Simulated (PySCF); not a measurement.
# CH2FNS (SMILES [H]/N=C(/F)S): HF/def2-TZVPD

Aim: the vertical ionisation energy of CH2FNS at HF/def2-TZVPD, from 2 runs. The job is set up through a Python script.

The calculation is run with PySCF 2.14.0.

## 1. The molecule

CH2FNS has 6 atoms, charge 0, and is taken as a singlet. As SMILES, `[H]/N=C(/F)S`. The shape is that of a PBE0-D4/def2-TZVP optimisation. This is one conformer, not always the lowest.

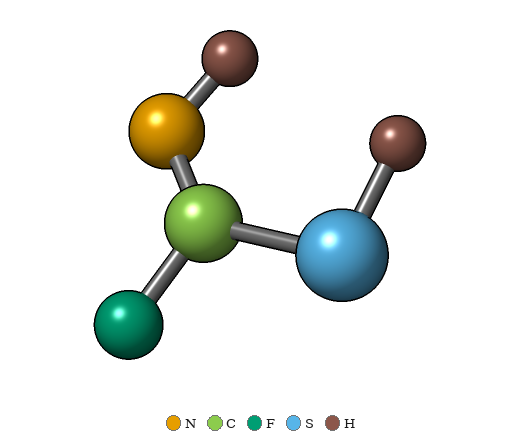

The structure, seen from a chosen angle (nitrogen amber, carbon green, fluorine teal, sulfur blue, hydrogen brown).

## 2. A single-point energy at HF/def2-TZVPD

start.xyz

```xyz
6
CH2FNS
N      0.950900    -0.133600    -0.831100
C      0.296700    -0.460400     0.174500
F      0.690600    -1.513300     0.888300
S     -1.148300     0.183500     0.953900
H      0.576100     0.677000    -1.308300
H     -1.323900     1.182700     0.076600
```

run.py

```python
# N=C(F)S
from pyscf import gto, scf

system = gto.Mole()
system.atom = 'start.xyz'
system.charge = 0
system.max_memory = 1860
system.verbose = 3
system.basis = 'def2-tzvpd'
system.build()

hf = scf.RHF(system)
hf.conv_tol = 1e-10
hf.kernel()
if not hf.converged:
    hf = hf.newton().run(hf.mo_coeff, hf.mo_occ)

etot = hf.e_tot
print('E(%s) = %.9f' % ('HF', etot))
```

The run is started by

```console
$ OMP_NUM_THREADS=1 python run.py
```

Log:

```text
converged SCF energy = -590.525203385055
E(HF) = -590.525203385
```

Wall time 11 s (1 thread of Arm Neoverse V2, shared host); peak memory 1.1 GiB.

## 3. The doublet cation, same level

job.py

```python
from pyscf import gto, scf

molecule = gto.M(
    atom=[
    ('N', (0.950900, -0.133600, -0.831100)),
    ('C', (0.296700, -0.460400, 0.174500)),
    ('F', (0.690600, -1.513300, 0.888300)),
    ('S', (-1.148300, 0.183500, 0.953900)),
    ('H', (0.576100, 0.677000, -1.308300)),
    ('H', (-1.323900, 1.182700, 0.076600)),
],
    verbose=3,
    charge=1,
    max_memory=1860,
    spin=1,
    basis='def2-tzvpd',
)

hf = scf.UHF(molecule)
hf.conv_tol = 1e-10
hf.kernel()
if not hf.converged:
    hf = hf.newton().run(hf.mo_coeff, hf.mo_occ)

energy = hf.e_tot
print('Final energy', energy)
```

The run is started by

```console
$ OMP_NUM_THREADS=1 python job.py
```

Log:

```text
converged SCF energy = -590.181171373191  <S^2> = 0.95977067  2S+1 = 2.1997915
Final energy -590.1811713731911
```

Wall time 26 s (1 thread of Arm Neoverse V2, shared host); peak memory 1.1 GiB.

## 4. Summary of results

Level: HF/def2-TZVPD.

```
                                          quantity          value
                      singlet CH2FNS: total energy  -590.52520 Eh
                     singlet CH2FNS: dipole moment         3.23 D
                       singlet CH2FNS: HOMO energy      -10.84 eV
                       singlet CH2FNS: LUMO energy        1.16 eV
                     singlet CH2FNS: HOMO–LUMO gap       11.99 eV
                      doublet cation: total energy  -590.18117 Eh
doublet cation: HOMO energy (highest over α and β)      -18.95 eV
 doublet cation: LUMO energy (lowest over α and β)       -8.10 eV
                              doublet cation: ⟨S²⟩          0.960
vertical ionisation energy (to the doublet cation)       9.362 eV
```

The vertical ionisation energy comes to 9.36 eV (903 kJ/mol). The negative HOMO energy of the first species, 10.84 eV, lies 1.47 eV above that difference. ⟨S²⟩ (doublet cation) is 0.96 where a pure doublet has 0.75: the reference is spin-contaminated. Mulliken charges (doublet cation) run from -0.29 on N1 to +0.71 on C2; in a basis this large or diffuse they mean little.
